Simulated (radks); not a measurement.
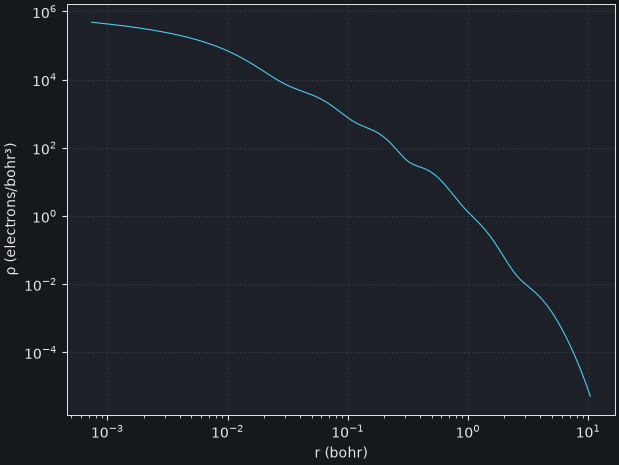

Atomic erbium (Er); electrons: [Xe] 4f11 6s2 6p1 (4f5/2: 6, 4f7/2: 5, 6p1/2: 1). Theory: Dirac Kohn-Sham, PBE, spin-unpolarised, spherical densities, point nucleus (computed with the in-house radial solver radks).

```
Z 68
configuration [Xe] 4f11 6s2 6p1
relativity Dirac
functional pbe,pbe
spin unpolarised
j_filling energy
nucleus point
c 137.035999084
```

The plot shows the electron density ρ(r) on a logarithmic scale.

Question: Read the plot.

Answer: The density falls from 480000 electrons/bohr³ at the inner end (r = 0.00074 bohr) to 0.001 at r = 5.38 bohr, a common measure of the size of an atom or ion. The highest occupied orbital, 6p1/2 (⟨r⟩ = 4.70 bohr, −2.35 eV), is also the most diffuse and sets the fall-off far out: over the last part drawn ln ρ falls by 1.0 per bohr, against 2√(−2ε) = 0.83 for the pure exponential. The steps in the slope mark the shells; the radial density has its minima at 0.027, 0.11 and 0.34 bohr.
